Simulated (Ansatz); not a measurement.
**BH (SMILES [BH]) at CCSD(T)/3-21G**

Aim: the vertical electron affinity of BH at CCSD(T)/3-21G, from 2 runs. 

Program for the calculation: Ansatz 0.2.0.

60 further runs of the same task are left out: 60 set aside as unsound or not needed.

### Step 1. The system as given

The species is BH (2 atoms), meant as a singlet with charge 0. As SMILES, `[BH]`. The bond length is the measured one.

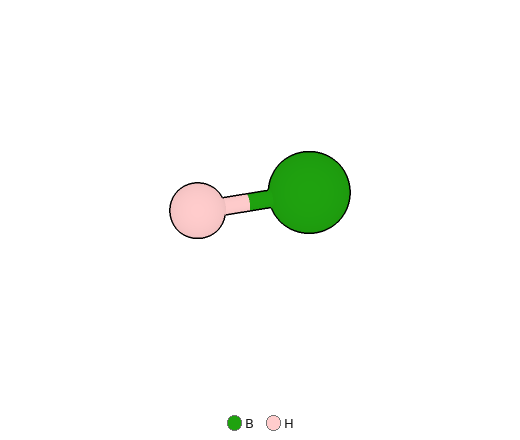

Viewed from a chosen angle; boron green, hydrogen pink.

### Step 2. The energy at CCSD(T)/3-21G

The input, input.yaml:

```yaml
crystal:
  periodic: [false, false, false]
  atoms:
    - {symbol: B, position_ang: [0.000000, 0.000000, 0.000000]}
    - {symbol: H, position_ang: [0.000000, 0.000000, 1.232400]}
basis:
  gaussian:
    orbitals: 3-21G.json
total_charge: 0
correlation:
  method: ccsd_t
  frozen_orbitals: {B: 1, H: 0}
accuracy: high
scf:
  omitted_lower_state_checks: [cluster_reference, increment]
```

The basis set 3-21G is read from a file made from the Basis Set Exchange's data (not shown).

Started as:

```bash
$ ansatz run input.yaml --threads 1 --pin off --max-ram 2610MiB --events-out events.jsonl --progress --plain --runs-dir runs
```

What it wrote, shortened:

```text
Warning: RAYON_NUM_THREADS=1 ignored (pool sized by the plan → 1); use --threads N
Functional definition: HF
  name "HF"
[...]
210 factors; integrals over basis functions are off by at most 2.8e-9 eV
[...]
mean field -679.65328960 eV, -24.9767977071 hartree, gradient 1.0e-8 eV, S^2 0.000000; 0 other end points of the search recorded, 0 dependent functions left out; unrestricted orbitals would lower it
1 core orbitals not correlated: weight in the atoms' cores, before any rotation towards them, 1.000 or more for the frozen orbitals, at most 0.000 for the correlated occupied ones
reference -679.65328960 eV, -24.9767977071 hartree; 2, 2 occupied and 8, 8 virtual orbitals, 210 factors
second order -1.02111478 eV of doubles, -0.00000000 eV of singles
cycle   1  -1.35796721 eV  change   -3.4e-1 eV  update   6.6e-2
[...]
cycle  20  -1.64086604 eV  change  -9.8e-11 eV  update  1.1e-10
perturbative correction -0.01926223 eV, -0.0007078741 hartree
Total energy: -681.31341787 eV, -25.0378062959 hartree
Checks for a lower state left out: cluster_reference, increment
```

It took 0.12 s on 1 thread of Arm Neoverse V1, shared host.

### Step 3. The doublet anion at the same level

The input, run.yaml:

```yaml
crystal:
  periodic: [false, false, false]
  atoms:
    - {symbol: B, position_ang: [0.000000, 0.000000, 0.000000]}
    - {symbol: H, position_ang: [0.000000, 0.000000, 1.232400]}
basis:
  gaussian:
    orbitals: 3-21G.json
correlation:
  method: ccsd_t
  frozen_orbitals: {B: 1, H: 0}
scf:
  omitted_lower_state_checks: [cluster_reference, increment]
magnetization:
  spin_polarized: true
  initial_magnetization: 1
total_charge: -1
accuracy: high
```

The basis set 3-21G is read from a file made from the Basis Set Exchange's data (not shown).

Started as:

```bash
$ ansatz run run.yaml --threads 1 --pin off --max-ram 2610MiB --events-out events.jsonl --progress --plain --runs-dir runs
```

What it wrote, shortened:

```text
Warning: RAYON_NUM_THREADS=1 ignored (pool sized by the plan → 1); use --threads N
[... 2 set-up lines as earlier in the session ...]
[...]
210 factors; integrals over basis functions are off by at most 2.8e-9 eV
[...]
mean field -678.38323160 eV, -24.9301239367 hartree, gradient 4.5e-8 eV, S^2 1.108796; 7 other end points of the search recorded, 0 dependent functions left out
1 core orbitals not correlated: weight in the atoms' cores, before any rotation towards them, 1.000 or more for the frozen orbitals, at most 0.000 for the correlated occupied ones
reference -678.38323160 eV, -24.9301239367 hartree; 3, 2 occupied and 7, 8 virtual orbitals, 210 factors
second order -0.87251903 eV of doubles, -0.00000000 eV of singles
cycle   1  -1.10796605 eV  change   -2.4e-1 eV  update   4.8e-2
[...]
cycle  34  -1.35093517 eV  change   1.6e-10 eV  update  1.3e-10
perturbative correction -0.02144728 eV, -0.0007881731 hartree
Total energy: -679.75561406 eV, -24.9805580617 hartree
Checks for a lower state left out: cluster_reference, increment
```

Wall time 0.24 s (1 thread of Arm Neoverse V1, shared host).

### Step 4. Results

At CCSD(T)/3-21G, 1 core orbital frozen:

```
                                                 quantity         value
                                 singlet BH: total energy  -25.03781 Eh
   singlet BH: correlation energy (1 core orbital frozen)     -61.0 mEh
                               singlet BH: (T) correction     -0.71 mEh
                                singlet BH: T1 diagnostic         0.013
                              doublet anion: total energy  -24.98056 Eh
doublet anion: correlation energy (1 core orbital frozen)     -50.4 mEh
                            doublet anion: (T) correction     -0.79 mEh
         doublet anion: ⟨S²⟩ of the reference determinant         1.109
                             doublet anion: T1 diagnostic         0.103
        vertical electron affinity (to the doublet anion)     -1.558 eV
```

In words: The anion lies 1.56 eV (150 kJ/mol) above the neutral: the electron isn't bound at this level, and such a value depends on the basis. Without diffuse functions anions come out too high. The restricted solution (singlet BH) is unstable to spin breaking: an unrestricted one lies lower. The triples (singlet BH) make up 1.2 % of the correlation energy. ⟨S²⟩ (doublet anion) is 1.11 where a pure doublet has 0.75: the reference is spin-contaminated. The T1 diagnostic (doublet anion) of 0.103 is above the customary mark for such species, so a single reference may not serve. The triples (doublet anion) make up 1.6 % of the correlation energy.
